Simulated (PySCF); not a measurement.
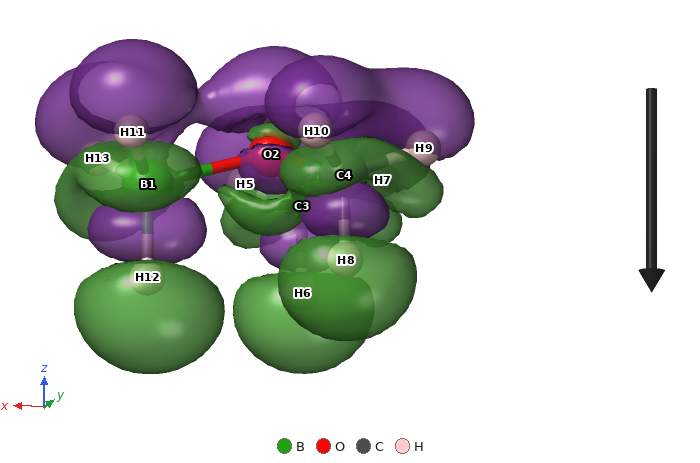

Figure 1: B(OMe2)H3 (C2H9BO). Change of the electron density in a uniform field of 0.41 V/Å along −z (arrow), surfaces at ±0.002 e/Å³ (purple: gain, green: loss).

Level of theory: r2SCAN/def2-SVPD (PySCF), at a geometry from GFN2-xTB. No frequency check shows the geometry to be a minimum.

Coordinates in Å:

```
B1       1.5724   -0.0119   -0.0827
O2      -0.0240   -0.0005    0.3621
C3      -0.6921   -1.1665   -0.0775
C4      -0.6738    1.1765   -0.0762
H5      -0.1484   -2.0186    0.3236
H6      -0.7017   -1.2313   -1.1699
H7      -1.7190   -1.1686    0.3007
H8      -0.6824    1.2426   -1.1686
H9      -1.7005    1.1943    0.3020
H10     -0.1168    2.0195    0.3258
H11      2.0134    0.9756    0.4007
H12      1.5826   -0.0013   -1.2749
H13      1.9978   -1.0083    0.3996
```

What dipole is induced, and what polarisability does it imply?

The induced dipole is 0.91 D (along the field); α along this axis, from the fields in both directions, is 45 bohr³ (6.7 Å³).

Which atoms gain and lose the most charge?

Electrons gather most on O2 (Hirshfeld charge changes by −0.009 e) and leave H12 most (+0.017 e); 0.100 electrons are displaced in all.
